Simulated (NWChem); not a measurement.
# CH5FSSi (SMILES C[SiH](F)S) at 4 levels

Wanted: a comparison of 4 runs (HF/STO-3G, HF/3-21G, B3LYP/6-31G*) of CH5FSSi. 

The calculation is run with NWChem 7.3.0.

### Step 1. The structure to begin with

CH5FSSi has 9 atoms, charge 0, and is taken as a singlet. As SMILES, `C[SiH](F)S`. The coordinates come from a PBE0-D4/def2-TZVP relaxation. This is one conformer, not always the lowest.

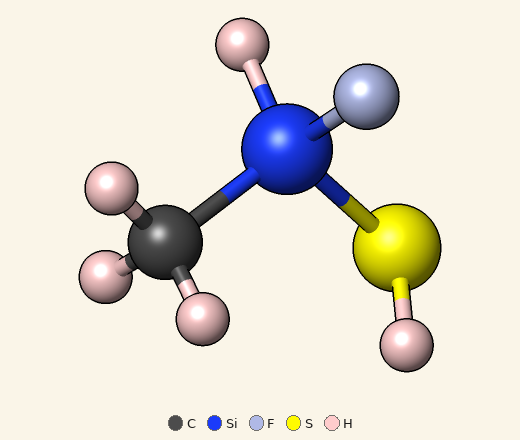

The structure, seen from a chosen angle (carbon dark grey, silicon blue, fluorine light blue, sulfur yellow, hydrogen pink).

### Step 2. Energy and forces at HF/STO-3G (run 1)

ch5fssi.xyz

```xyz
9

C     -0.235500     0.468400    -1.033000
Si     0.527400    -0.559600     0.304400
F      1.929800     0.112500     0.687600
S     -0.718800    -0.730200     2.016900
H     -1.176500     0.025100    -1.365000
H     -0.438600     1.481600    -0.677800
H      0.439900     0.537900    -1.889500
H      0.803200    -1.956200    -0.102900
H     -1.042300     0.574300     2.042100
```

run.py

```python
from ase.io import read
from ase.calculators.nwchem import NWChem

mol = read('ch5fssi.xyz')

calc = NWChem(
    label='ch5fssi',
    theory='scf',
    memory='2200 mb',
    basis='STO-3G',
    basispar='spherical bse',
    scf={'nopen': '0', 'rhf': None, 'thresh': '1e-08', 'maxiter': '80'},
)
mol.calc = calc

forces = mol.get_forces()
e = mol.get_potential_energy()
print(f"E = {e:.6f} eV")
print("forces (eV/A):")
for s, f in zip(mol.symbols, forces):
    print(f"{s:2s} {f[0]:10.5f} {f[1]:10.5f} {f[2]:10.5f}")
print("dipole (e A):", mol.get_dipole_moment().round(4))
```

On the command line:

```sh
$ export ASE_NWCHEM_COMMAND="nwchem PREFIX.nwi > PREFIX.nwo"
$ python run.py
```

Output:

```text
E = -22236.846287 eV
forces (eV/A):
C    -0.22045    0.13226   -0.36582
Si   -0.39343   -2.09026    0.16681
F     0.67394    0.35625    0.26667
S     0.11914    0.82831   -0.40551
H     0.38623    0.29156    0.02077
H     0.04983   -0.43015   -0.23526
H    -0.39806    0.01306    0.31172
H    -0.29907    1.48157    0.13827
H     0.08181   -0.58261    0.10228
dipole (e A): [-0.1204  0.1055 -0.2558]
```

The calculator wrote ch5fssi.nwi:

```
title "ch5fssi"

permanent_dir ch5fssi

scratch_dir ch5fssi

start ch5fssi

geometry units angstrom nocenter noautosym noautoz
  C  -2.3549999999999999e-01 4.6839999999999998e-01 -1.0329999999999999e+00
  Si 5.2739999999999998e-01 -5.5959999999999999e-01 3.0440000000000000e-01
  F  1.9298000000000000e+00 1.1250000000000000e-01 6.8759999999999999e-01
  S  -7.1879999999999999e-01 -7.3019999999999996e-01 2.0169000000000001e+00
  H  -1.1765000000000001e+00 2.5100000000000001e-02 -1.3650000000000000e+00
  H  -4.3859999999999999e-01 1.4816000000000000e+00 -6.7779999999999996e-01
  H  4.3990000000000001e-01 5.3790000000000004e-01 -1.8895000000000000e+00
  H  8.0320000000000003e-01 -1.9561999999999999e+00 -1.0290000000000001e-01
  H  -1.0423000000000000e+00 5.7430000000000003e-01 2.0421000000000000e+00
end

memory 2200 mb

basis spherical bse noprint
   * library STO-3G
end

scf
  nopen 0
  rhf
  thresh 1e-08
  maxiter 80
end

task scf gradient
```

ch5fssi.nwo:

```text
Northwest Computational Chemistry Package (NWChem) 7.3.0
             --------------------------------------------------------

           Job information
           ---------------

    nwchem branch   = 7.3.0
    use scalapack   = T
    input           = ch5fssi.nwi
    prefix          = ch5fssi.
    data base       = ch5fssi/ch5fssi.db
    status          = startup
    nproc           =        1

           Memory information
           ------------------

    heap     =     72089600 doubles =      550.0 Mbytes
    stack    =     72089597 doubles =      550.0 Mbytes
    global   =    144179200 doubles =     1100.0 Mbytes (distinct from heap & stack)
    total    =    288358397 doubles =     2200.0 Mbytes
    verify   = yes
    hardfail = no

[... 139 lines left out ...]
 Convergence threshold     :          1.000E-08
[... 12 lines left out ...]
       Final RHF  results
[... 3 lines left out ...]
      One-electron energy =  -1587.289682091180
[... 1 line left out ...]
 Nuclear repulsion energy =    225.314753853444
[... 41 lines left out ...]
                       ROHF Final Molecular Orbital Analysis
[... 206 lines left out ...]
                         RHF ENERGY GRADIENTS

    atom               coordinates                        gradient
                 x          y          z           x          y          z
   1 C      -0.445030   0.885148  -1.952087    0.004287  -0.002572   0.007114
   2 Si      0.996641  -1.057491   0.575233    0.007651   0.040649  -0.003244
   3 F       3.646793   0.212594   1.299376   -0.013106  -0.006928  -0.005186
[... 5 lines of this table left out ...]
   9 H      -1.969661   1.085270   3.859009   -0.001591   0.011330  -0.001989

                 ----------------------------------------
                 |  Time  |  1-e(secs)   |  2-e(secs)   |
                 ----------------------------------------
                 |  CPU   |       0.00   |       0.59   |
                 ----------------------------------------
                 |  WALL  |       0.00   |       0.59   |
                 ----------------------------------------

 Task  times  cpu:        1.9s     wall:        1.9s
 Total times  cpu:        1.9s     wall:        1.9s
```

Wall time 2.9 s (1 thread of Intel Xeon 6975P-C (Granite Rapids), shared host); peak memory 0.099 GiB.

### Step 3. Energy and forces at HF/3-21G (run 2)

run.nw

```
start run
title "CH5FSSi"
memory total 2200 mb

geometry units angstroms noautosym nocenter noautoz
   C       -0.235500       0.468400      -1.033000
   Si       0.527400      -0.559600       0.304400
   F        1.929800       0.112500       0.687600
   S       -0.718800      -0.730200       2.016900
   H       -1.176500       0.025100      -1.365000
   H       -0.438600       1.481600      -0.677800
   H        0.439900       0.537900      -1.889500
   H        0.803200      -1.956200      -0.102900
   H       -1.042300       0.574300       2.042100
end

basis spherical bse
   * library 3-21G
end

scf
   thresh 1e-08
   maxiter 80
   noprint "final vectors analysis"
end

task scf gradient
```

On the command line:

```sh
$ nwchem run.nw > run.out
```

Output:

```text
[...]
  functions       =    54
[...]
  wavefunction    = RHF
[...]
         Total SCF energy =   -822.512133772882
      One-electron energy =  -1587.558214774136
      Two-electron energy =    539.731327147809
 Nuclear repulsion energy =    225.314753853445
        Time for solution =      2.3s
[...]
                         RHF ENERGY GRADIENTS
    atom               coordinates                        gradient
                 x          y          z           x          y          z
   1 C      -0.445030   0.885148  -1.952087    0.009208  -0.008062   0.009341
   2 Si      0.996641  -1.057491   0.575233   -0.007710   0.027530   0.024887
   3 F       3.646793   0.212594   1.299376   -0.024500  -0.012066  -0.008140
   4 S      -1.358335  -1.379878   3.811388    0.015177  -0.001327  -0.017337
   5 H      -2.223263   0.047432  -2.579476   -0.004187  -0.003240  -0.000103
   6 H      -0.828834   2.799818  -1.280856   -0.000338   0.003681   0.003854
   7 H       0.831290   1.016484  -3.570637    0.004333  -0.000454  -0.003679
   8 H       1.517828  -3.696682  -0.194453    0.001511  -0.002767  -0.000483
   9 H      -1.969661   1.085270   3.859009    0.006507  -0.003295  -0.008340
[...]
```

It took 3.9 s on 1 thread of Intel Xeon 6975P-C (Granite Rapids), shared host; peak memory 0.1 GiB.

Run 3 isn't shown in full; the table further down has it.

### Step 4. Energy and gradient at B3LYP/6-31G(d) (Cartesian functions) (run 4)

nw.nw

```
echo
start nw
memory total 2200 mb
charge 0
geometry noautosym nocenter noautoz
   C       -0.235500       0.468400      -1.033000
   Si       0.527400      -0.559600       0.304400
   F        1.929800       0.112500       0.687600
   S       -0.718800      -0.730200       2.016900
   H       -1.176500       0.025100      -1.365000
   H       -0.438600       1.481600      -0.677800
   H        0.439900       0.537900      -1.889500
   H        0.803200      -1.956200      -0.102900
   H       -1.042300       0.574300       2.042100
end
basis "ao basis" cartesian
   * library 6-31G*
end
dft
   xc b3lyp
   grid xfine
   convergence energy 1e-08
   maxiter 100
   mulliken
   print medium
end
task dft gradient
```

On the command line:

```sh
$ nwchem nw.nw > nw.out
```

Output:

```text
[...]
          Wavefunction type:  closed shell.
          No. of atoms     :     9
          No. of electrons :    50
[...]
          Charge           :     0
          Spin multiplicity:     1
[...]
          AO basis - number of functions:    78
[...]
              XC Information
              --------------
                         B3LYP Method XC Potential
                     Hartree-Fock (Exact) Exchange  0.200
                        Slater Exchange Functional  0.800 local
                    Becke 1988 Exchange Functional  0.720 non-local
              Lee-Yang-Parr Correlation Functional  0.810
                  VWN I RPA Correlation Functional  0.190 local
[...]
 d= 0,ls=0.0,diis     1   -828.6702629202 -1.05D+03  1.72D-02  7.17D-01     2.8
[...]
 d= 0,ls=0.0,diis     8   -828.7403044824 -4.45D-09  3.49D-06  9.27D-08    20.1
         Total DFT energy =     -828.740304482397
      One electron energy =    -1593.705969553313
           Coulomb energy =      604.141757246259
    Exchange-Corr. energy =      -64.490846028787
 Nuclear repulsion energy =      225.314753853445
[...]
  wavefunction    = closed shell
                         DFT ENERGY GRADIENTS
    atom               coordinates                        gradient
                 x          y          z           x          y          z
   1 C      -0.445030   0.885148  -1.952087    0.002110  -0.001106   0.001644
   2 Si      0.996641  -1.057491   0.575233    0.000590   0.008670   0.003869
   3 F       3.646793   0.212594   1.299376   -0.010849  -0.005439  -0.003017
   4 S      -1.358335  -1.379878   3.811388    0.003617   0.003291  -0.004431
   5 H      -2.223263   0.047432  -2.579476    0.001977   0.000171   0.001496
   6 H      -0.828834   2.799818  -1.280856    0.000634  -0.002314   0.000253
   7 H       0.831290   1.016484  -3.570637   -0.000730  -0.000570   0.001825
   8 H       1.517828  -3.696682  -0.194453    0.000677   0.001004   0.000212
   9 H      -1.969661   1.085270   3.859009    0.001974  -0.003707  -0.001852
[...]
```

Wall time 29 s (1 thread of Intel Xeon 6975P-C (Granite Rapids), shared host); peak memory 0.14 GiB.

### Step 5. The series

```
run                               level  iteration cap  module  energy (Eh)  dipole moment (D)  largest force (eV/Å)  wall time
  1                           HF/STO-3G             80     scf  -817.189035               1.45                 2.133      2.9 s
  2                            HF/3-21G             80     scf  -822.512134               2.99                 1.949      3.9 s
  3  B3LYP/6-31G* (spherical functions)            100     dft  -828.733766                  –                 0.696       27 s
  4  B3LYP/6-31G* (Cartesian functions)            100     dft  -828.740304               2.26                 0.643       29 s
```

### Step 6. Outcome

| quantity | value |
| --- | --- |
| run 4: total energy | -828.74030 Eh |
| run 4: dipole moment | 2.26 D |
| run 4: HOMO energy | -7.37 eV |
| run 4: LUMO energy | 0.56 eV |
| run 4: HOMO–LUMO gap | 7.93 eV |
| run 4: largest force on an atom | 0.643 eV/Å |

**Reading.** Over runs 1, 2, 4 the dipole moment (its size) runs from 1.45 D (HF/STO-3G) to 2.99 D (HF/3-21G). In run 1 the basis is minimal, so the values are rough. All runs together took 62 s, the longest 29 s.
